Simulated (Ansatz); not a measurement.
A computed series for hypothetical P4_2/mnm AlN: pressure series

Start from AlN (space group P4_2/mnm, No. 136; a = 5.330 Å, c = 3.122 Å; a hypothetical phase, not in the database extracts checked).

Cell and atoms are relaxed at each pressure.

Calculations: PBE/PAW in Ansatz (a program for electronic structure), spin-orbit coupling left out.

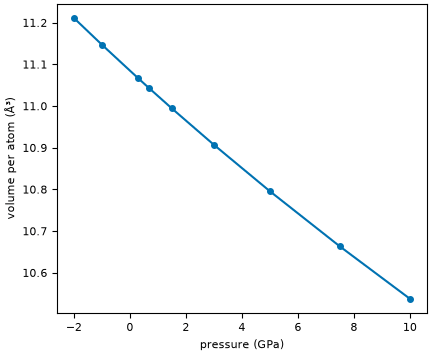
*Volume against pressure*

**Question.** Estimate the zero-pressure bulk modulus from the plot.

**Answer.** About 180 GPa; a third-order Birch–Murnaghan fit to the points gives V₀ = 11.08 Å³/atom, B₀ = 180 GPa and B₀′ = 3.6.

Between the base and pressure 10 GPa the gap moves from 3.73 eV to 4.05 eV, a mean slope of 33 meV/GPa.

Load acts through the strain it causes; cell and atoms are relaxed under it. Stability against distortions was not tested. No other phases were tried under pressure.
